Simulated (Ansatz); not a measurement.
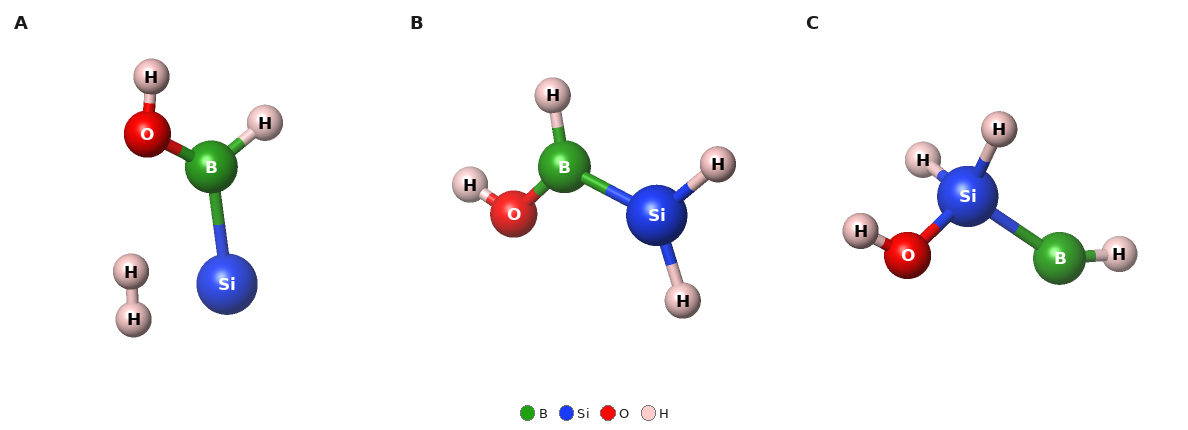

3 stationary structures of one formula. The species is neutral and a spin doublet. Geometries: PBE0-D4/def2-TZVP. Electronic energies: ωB97M-V/def2-TZVPP (Ansatz 0.2.0), without zero-point energy. No frequency run is at hand to confirm each as a minimum. Each is one conformer, not always the lowest.

**Rank them by energy, lowest first.**

B is lowest; C lies 132.8 kJ/mol above it (Cs), A lies 164.8 kJ/mol above it (Cs).
